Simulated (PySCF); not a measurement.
# ClF3: structure of the singlet

The task is one start of a wider search on ClF3: the singlet, from a T-shaped start. It is relaxed, tested by its Hessian and followed downhill if it is a saddle.

Method: B3LYP, basis Cl def2-TZVP, F def2-TZVP, no relativity, density fitting; program: PySCF 2.14.0.

## 1. The system as given

4 atoms, charge 0, spin multiplicity 1.

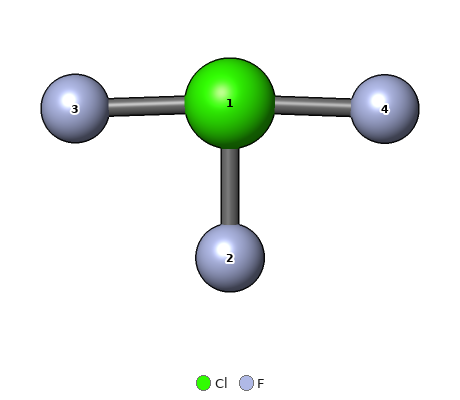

The starting geometry (chlorine green, fluorine light blue); atoms are numbered from 1 in the order of the file.

```xyz
4
charge 0 multiplicity 1
Cl    0.0000    0.0000    0.0000
F     0.0000    0.0000    1.6300
F     1.6290    0.0000    0.0569
F    -1.6290    0.0000    0.0569
```

## 2. First SCF at the start

The steps below are one call of a driver around PySCF. For each, scf.py gives the equivalent set-up of the SCF; relaxations use the driver's own optimiser. After this first run the driver tries any further starts and a stability analysis.

File scf.py:

```python
from pyscf import gto, scf, dft
mol = gto.M(atom='''
Cl     0.000000     0.000000     0.000000
F      0.000000     0.000000     1.630000
F      1.629000     0.000000     0.056900
F     -1.629000     0.000000     0.056900''',
    basis={'Cl': 'def2-TZVP', 'F': 'def2-TZVP'},
    charge=0, spin=0)
mf = dft.RKS(mol, xc='B3LYP')
mf.grids.atom_grid = (50, 194)
aux = {'Cl': 'def2-universal-JKFIT', 'F': 'def2-universal-JKFIT'}
mf = mf.density_fit(auxbasis=aux)
mf.conv_tol = 1e-08
mf.diis_space = 10
mf.max_cycle = 60
mf.init_guess = 'minao'
mf.verbose = 4
mf.kernel()
```

The run is started by

```console
$ OMP_NUM_THREADS=4 python axn.py task.json out
```

The log of the run:

```text
init E= -760.307783161262
  HOMO = -0.298799662010985  LUMO = -0.14446180273864  gap/eV = 4.19975
cycle= 1 E= -759.512549940522  delta_E= 0.795  |g|= 0.985  |ddm|= 1.98
  HOMO = -0.300668936384147  LUMO = -0.189114365637003  gap/eV = 3.03555
cycle= 2 E= -759.057339976002  delta_E= 0.455  |g|= 1.98  |ddm|= 1.44
  HOMO = -0.344195888157934  LUMO = -0.150692108780461  gap/eV = 5.26551
cycle= 3 E= -759.669400458168  delta_E= -0.612  |g|= 0.121  |ddm|= 0.957
  HOMO = -0.335064005166972  LUMO = -0.149081885968791  gap/eV = 5.06083
cycle= 4 E= -759.66968194871  delta_E= -0.000281  |g|= 0.117  |ddm|= 0.109
  HOMO = -0.337926880556552  LUMO = -0.144795130687321  gap/eV = 5.25538
cycle= 5 E= -759.671647246443  delta_E= -0.00197  |g|= 0.0198  |ddm|= 0.058
  HOMO = -0.338864477065023  LUMO = -0.146346038084175  gap/eV = 5.23869
cycle= 6 E= -759.671715199125  delta_E= -6.8e-05  |g|= 0.00223  |ddm|= 0.0119
  HOMO = -0.338644053710311  LUMO = -0.145956949107024  gap/eV = 5.24328
cycle= 7 E= -759.671716187419  delta_E= -9.88e-07  |g|= 0.000443  |ddm|= 0.00226
  HOMO = -0.338715603338748  LUMO = -0.146026404049856  gap/eV = 5.24334
cycle= 8 E= -759.671716216998  delta_E= -2.96e-08  |g|= 0.000153  |ddm|= 0.000459
  HOMO = -0.338706580074685  LUMO = -0.146023714729132  gap/eV = 5.24317
cycle= 9 E= -759.671716221324  delta_E= -4.33e-09  |g|= 2.85e-05  |ddm|= 9.42e-05
  HOMO = -0.338708972408469  LUMO = -0.146030325997252  gap/eV = 5.24305
Extra cycle  E= -759.671716221154  delta_E= 1.7e-10  |g|= 4.83e-05  |ddm|= 4.86e-05
converged SCF energy = -759.671716221154
```

This step, with its further starts and checks, ran for 8.3 s (4 threads of Arm Neoverse V1, shared host).

The starts that the driver tried:

| start | energy (Eh) |
| --- | --- |
| the minimal-basis guess | -759.671716 |
| a thermally smeared density | -759.671716 |
| a smeared PBE density | -759.671716 |

No lower closed-shell solution turned up from the other starts or in the test of internal stability.

## 3. Relaxing the singlet from the T-shaped start

The program finds C2v symmetry in the start, which this walk keeps.

scf.py: that of step 2 with these lines changed.

```diff
@@ -3,4 +3,4 @@
-Cl     0.000000     0.000000     0.000000
-F      0.000000     0.000000     1.630000
-F      1.629000     0.000000     0.056900
-F     -1.629000     0.000000     0.056900''',
+Cl     0.000000     0.000000    -0.360243
+F      0.000000     0.000000     1.269757
+F      1.629000     0.000000    -0.303343
+F     -1.629000     0.000000    -0.303343''',
@@ -16 +15,0 @@
-mf.init_guess = 'minao'
```

The optimiser's trace:

| step | energy (Eh) | change (kJ/mol) | largest symmetric gradient (Eh/bohr) |
| --- | --- | --- | --- |
| 0 | -759.671716 | 0.00 | 0.04314 |
| 1 | -759.678237 | -17.12 | 0.01081 |
| 2 | -759.678478 | -17.75 | 0.00089 |
| 3 | -759.678481 | -17.76 | 0.00003 |

The walk took 4 s.

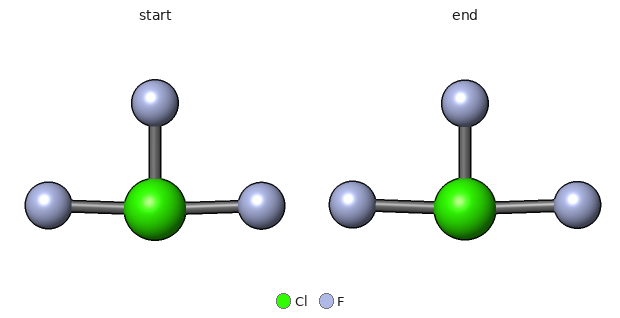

Start and end of the relaxation.

After 3 steps and 17.8 kJ/mol it ends at C2v: Cl–F 1.617 Å, Cl–F 1.720 Å (×2); F–Cl–F 87.9° (×2), F–Cl–F 175.8°.

## 4. Is it a minimum? Harmonic modes

The point is checked on the finer grid, and tightened if its gradient asks for it. The Hessian and the dipole derivatives come from central differences of analytic gradients, with steps of 0.02 bohr.

scf.py: that of step 3 with these lines changed.

```diff
@@ -3,4 +3,4 @@
-Cl     0.000000     0.000000    -0.360243
-F      0.000000     0.000000     1.269757
-F      1.629000     0.000000    -0.303343
-F     -1.629000     0.000000    -0.303343''',
+Cl     0.000000     0.000000    -0.360630
+F      0.000000     0.000000     1.256101
+F      1.718571     0.000000    -0.296445
+F     -1.718571     0.000000    -0.296445''',
@@ -10 +10 @@
-mf.grids.atom_grid = (50, 194)
+mf.grids.atom_grid = (75, 302)
@@ -13 +13 @@
-mf.conv_tol = 1e-08
+mf.conv_tol = 1e-10
```

The driver hands on the density of the step before, so the log starts near convergence.

Log of the central SCF (cycles and frontier levels):

```text
init E= -759.678449049503
  HOMO = -0.354290756778312  LUMO = -0.15893822477328  gap/eV = 5.31581
cycle= 1 E= -759.678449049498  delta_E= 4.89e-12  |g|= 5.61e-06  |ddm|= 4.24e-06
  HOMO = -0.354290843941005  LUMO = -0.158937509724133  gap/eV = 5.31583
Extra cycle  E= -759.678449049483  delta_E= 1.53e-11  |g|= 1.14e-05  |ddm|= 8.13e-06
converged SCF energy = -759.678449049483
```

The whole step took 23 s.

Geometry: C2v; Cl–F 1.617 Å, Cl–F 1.720 Å (×2); F–Cl–F 87.9° (×2), F–Cl–F 175.7°.

Modes, for the most abundant isotopes:

| symmetry | ω (cm⁻¹) | IR (km/mol) |
| --- | --- | --- |
| a1 | 309 | 13.1 |
| b1 | 322 | 17.6 |
| b2 | 415 | 0.1 |
| a1 | 520 | 4.8 |
| b2 | 694 | 502 |
| a1 | 746 | 55.1 |

Every mode is real; the point is a minimum.

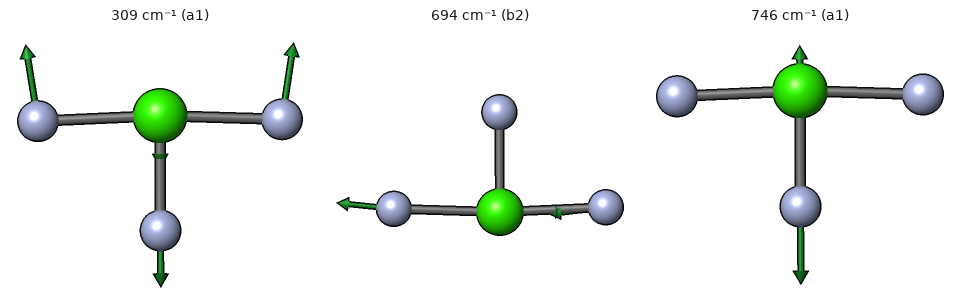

Displacements of 3 of the modes, as arrows (one member where a mode is degenerate).

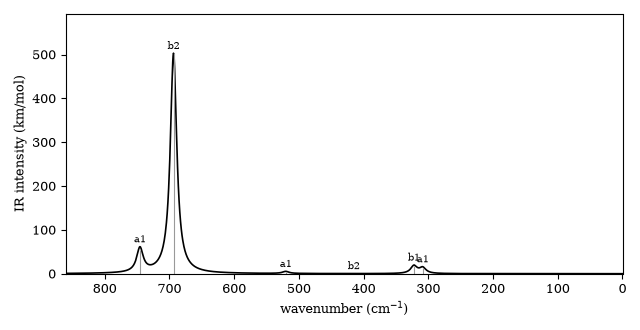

The harmonic infrared spectrum (widths in cm⁻¹). Lines are broadened to a width of 12 cm⁻¹ (Lorentzian).

Constants and moments:

| Item | Value |
| --- | --- |
| Dipole moment | 0.69 D |
| Highest occupied level | -9.64 eV |
| Lowest empty level | -4.32 eV |
| Rotational constants | 0.4452, 0.1502, 0.1123 cm⁻¹ |
| Zero-point energy | 18.0 kJ/mol |
| Principal polarisabilities | 12.0, 20.8, 36.7 bohr³ |
| Atomisation energy without zero-point energy | 528 kJ/mol |
| Principal traceless quadrupole moments about the centre of mass | -7.26, 3.09, 4.17 D Å |
| Entropy at 298.15 K and 1 bar | 283.5 J/(mol K) |
| Heat capacity Cp at 298.15 K | 64.7 J/(mol K) |
| Enthalpy at 298.15 K above 0 K | 13.90 kJ/mol |
| Rotational symmetry number | 2 |

Charges (e) and bond orders:

```tsv
atom	Mulliken	Löwdin	polar tensor	Mayer order to Cl1
Cl1	0.72	0.75	1.67	–
F2	-0.11	-0.14	-0.33	0.98
F3,4	-0.30	-0.31	-0.67	0.82
```

Outer orbital energies (eV). occupied: -15.42, -13.88, -12.65, -12.08, -12.06, -11.51, -10.90, -9.64; empty: -4.32, -1.84, 6.95, 7.30.

Mulliken populations on Cl1: s 5.97, p 9.84, d 0.43, f 0.04.

## 5. Stability of the closed shell

At the lowest minimum the closed shell is tested against spin polarisation, on the (50, 194) grid. It is stable.

## 6. Outcome

| quantity | value |
| --- | --- |
| minimum | singlet, C2v |
| geometry | Cl–F 1.617 Å, Cl–F 1.720 Å (×2); F–Cl–F 87.9° (×2), F–Cl–F 175.7° |
| wavenumbers (cm⁻¹) | 309 (a1), 322 (b1), 415 (b2), 520 (a1), 694 (b2), 746 (a1) |
| dipole moment | 0.69 D |
| highest occupied, lowest empty level | -9.64, -4.32 eV |
| polar-tensor charge of Cl1 | +1.67 e |
| zero-point energy | 18.0 kJ/mol |
| entropy at 298.15 K | 283.5 J/(mol K) |
| atomisation energy (no zero-point energy) | 528 kJ/mol |

The T-shaped start keeps its C2v symmetry and ends in a minimum. The strongest infrared band lies at 694 cm⁻¹ (b2, stretch). Other starts or spin states, not run here, may lie lower.

The search up to here ran for 39 s (4 threads of Arm Neoverse V1, shared host).
